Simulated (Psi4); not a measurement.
# C2H5I (SMILES CCI) at M06-2X/def2-TZVPD (density fitting, core potential, sweep point 7)

What is the vertical ionisation energy of C2H5I at M06-2X/def2-TZVPD (density fitting, core potential, sweep point 7)? 

The results are computed with Psi4 1.11.

4 further runs of the same task are left out: 4 set aside as unsound or not needed.

## 1. The system as given

The species is C2H5I (8 atoms), meant as a singlet with charge 0. As SMILES, `CCI`. The shape is that of a PBE0-D4/def2-TZVP optimisation.

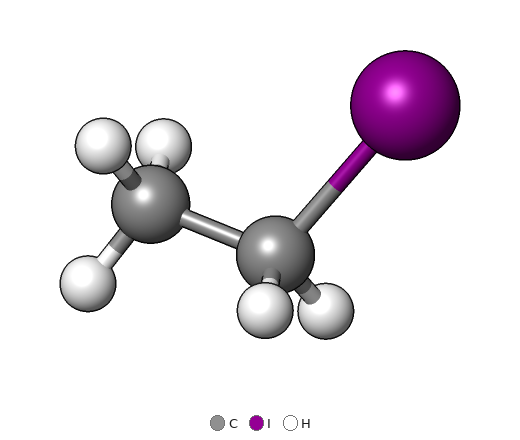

Viewed from a chosen angle; carbon grey, iodine purple, hydrogen white.

## 2. The energy at M06-2X/def2-TZVPD (density fitting, core potential, sweep point 7)

job.dat

```
memory 1600 mb

molecule molecule1 {
  0 1
  C     -0.94522211     1.10016076    -0.56657769
  C      0.47743931    -1.19793518     0.32886904
  I      3.99765892    -0.21911374     2.10173450
  H     -2.71886236     0.50710801    -1.45321829
  H      0.14082239     2.16643872    -1.95701927
  H     -1.40187443     2.36272457     0.99775650
  H      0.99941946    -2.45823133    -1.20899008
  H     -0.54938118    -2.26115179     1.75748309
  units bohr
  symmetry c1
}

set basis def2-TZVPD
set reference rks
set puream true
set scf_type df
set dft_radial_points 150
set dft_spherical_points 974

energy('m06-2x')
```

Run with:

```
$ psi4 job.dat job.out -n 1
```

job.out:

```text
[...]
    !!!  WARNING: ECP capability is in beta. Please check occupations closely.  !!!
[...]
  Running in c1 symmetry.
[...]
  Nuclear repulsion =  121.359122360299111
[...]
  Multiplicity = 1
[...]
  Nalpha       = 21
  Nbeta        = 21
[...]
    Number of basis functions: 178
[...]
   @DF-RKS iter   1:  -376.36704737580880   -1.92580e+00   5.76142e-03 ADIIS/DIIS
[...]
   @DF-RKS iter   8:  -376.83979021303662   -7.48046e-08   7.88455e-07 DIIS
[...]
    Orbital Energies [Eh]
    ---------------------
    Doubly Occupied:
       1A    -10.590063     2A    -10.543923     3A     -7.091070
       4A     -5.084128     5A     -5.074329     6A     -5.074247
       7A     -2.052556     8A     -2.048433     9A     -2.048355
      10A     -2.040223    11A     -2.040219    12A     -0.891382
      13A     -0.776444    14A     -0.693940    15A     -0.543670
      16A     -0.506269    17A     -0.467171    18A     -0.436810
      19A     -0.381870    20A     -0.308895    21A     -0.308006
[...]
  @DF-RKS Final Energy:  -376.83979021303662
   => Energetics <=
    Nuclear Repulsion Energy =            121.3591223602991107
    One-Electron Energy =                -864.7500912921126428
    Two-Electron Energy =                 383.3884792707700058
    DFT Exchange-Correlation Energy =     -16.8373005519931169
    Empirical Dispersion Energy =           0.0000000000000000
    VV10 Nonlocal Energy =                  0.0000000000000000
    Total Energy =                       -376.8397902130366219
[...]
 Multipole Moments:
 ------------------------------------------------------------------------------------
     Multipole            Electronic (a.u.)      Nuclear  (a.u.)        Total (a.u.)
 ------------------------------------------------------------------------------------
 L = 1.  Multiply by 2.5417464519 to convert [e a0] to [Debye]
 Dipole X            :         39.8497551          -40.5608901           -0.7111350
 Dipole Y            :         -2.0916902            1.9714610           -0.1202292
 Dipole Z            :         20.9444397          -21.3077356           -0.3632959
 Magnitude           :                                                    0.8075593
[...]
```

It took 2.9 min on 1 thread of Intel Xeon at 2.70GHz, shared host; peak memory 1.4 GiB.

## 3. The doublet cation, same level

c2h5i.inp

```
memory 1.6 GB

molecule {
  1 2
  C     -0.94522211     1.10016076    -0.56657769
  C      0.47743931    -1.19793518     0.32886904
  I      3.99765892    -0.21911374     2.10173450
  H     -2.71886236     0.50710801    -1.45321829
  H      0.14082239     2.16643872    -1.95701927
  H     -1.40187443     2.36272457     0.99775650
  H      0.99941946    -2.45823133    -1.20899008
  H     -0.54938118    -2.26115179     1.75748309
  units au
  symmetry c1
}

set {
  basis                def2-TZVPD
  reference            uks
  puream               true
  scf_type             df
  dft_radial_points    150
  dft_spherical_points 974
  maxiter              100
}

energy_value = energy('m06-2x')
```

Run with:

```
$ psi4 -i c2h5i.inp -o c2h5i.out -n 1
```

c2h5i.out:

```text
[...]
    !!!  WARNING: ECP capability is in beta. Please check occupations closely.  !!!
[...]
  Running in c1 symmetry.
[...]
  Nuclear repulsion =  121.359122360299111
[...]
  Multiplicity = 2
[...]
  Nalpha       = 21
  Nbeta        = 20
[...]
    Number of basis functions: 178
[...]
   @DF-UKS iter   1:  -376.14144597785906   -1.70020e+00   4.92116e-03 DIIS/ADIIS
[...]
   @DF-UKS iter  10:  -376.49541240085580   -1.73394e-07   7.49890e-07 DIIS
[...]
   @S^2 Observed:                7.575041364E-01
[...]
    Orbital Energies [Eh]
    ---------------------
    Alpha Occupied:
       1A    -10.809358     2A    -10.719912     3A     -7.398612
       4A     -5.396633     5A     -5.384199     6A     -5.375096
       7A     -2.366046     8A     -2.363224     9A     -2.355719
      10A     -2.344799    11A     -2.344579    12A     -1.123830
      13A     -1.032989    14A     -0.904588    15A     -0.750387
      16A     -0.706435    17A     -0.665537    18A     -0.632267
      19A     -0.609042    20A     -0.605898    21A     -0.577382
    Alpha Virtual:
      22A     -0.227141    23A     -0.137080    24A     -0.110419
      25A     -0.106933    26A     -0.103221    27A     -0.084268
[...]
  @DF-UKS Final Energy:  -376.49541240085580
   => Energetics <=
    Nuclear Repulsion Energy =            121.3591223602991107
    One-Electron Energy =                -854.0017115037180702
    Two-Electron Energy =                 372.8447906790329398
    DFT Exchange-Correlation Energy =     -16.6976139364697964
    Empirical Dispersion Energy =           0.0000000000000000
    VV10 Nonlocal Energy =                  0.0000000000000000
    Total Energy =                       -376.4954124008557983
[...]
 Multipole Moments:
 ------------------------------------------------------------------------------------
     Multipole            Electronic (a.u.)      Nuclear  (a.u.)        Total (a.u.)
 ------------------------------------------------------------------------------------
 L = 1.  Multiply by 2.5417464519 to convert [e a0] to [Debye]
 Dipole X            :         39.6591930          -40.5608901           -0.9016971
 Dipole Y            :         -2.1676011            1.9714610           -0.1961401
 Dipole Z            :         20.8499654          -21.3077356           -0.4577702
 Magnitude           :                                                    1.0300884
[...]
```

Wall time 5.7 min (1 thread of Intel Xeon at 2.70GHz, shared host); peak memory 1.4 GiB.

## 4. What came out

Level: M06-2X/def2-TZVPD (density fitting, core potential, sweep point 7).

| quantity | value |
| --- | --- |
| singlet C2H5I: total energy | -376.83979 Eh |
| singlet C2H5I: dipole moment | 2.05 D |
| singlet C2H5I: HOMO energy | -8.38 eV |
| singlet C2H5I: LUMO energy | -0.20 eV |
| singlet C2H5I: HOMO–LUMO gap | 8.18 eV |
| doublet cation: total energy | -376.49541 Eh |
| doublet cation: HOMO energy (highest over α and β) | -15.23 eV |
| doublet cation: LUMO energy (lowest over α and β) | -10.34 eV |
| doublet cation: ⟨S²⟩ | 0.758 |
| vertical ionisation energy (to the doublet cation) | 9.371 eV |

What this shows: The vertical ionisation energy comes to 9.37 eV (904 kJ/mol). −ε(HOMO) before ionisation, 8.38 eV, is 0.99 eV below this ionisation energy.
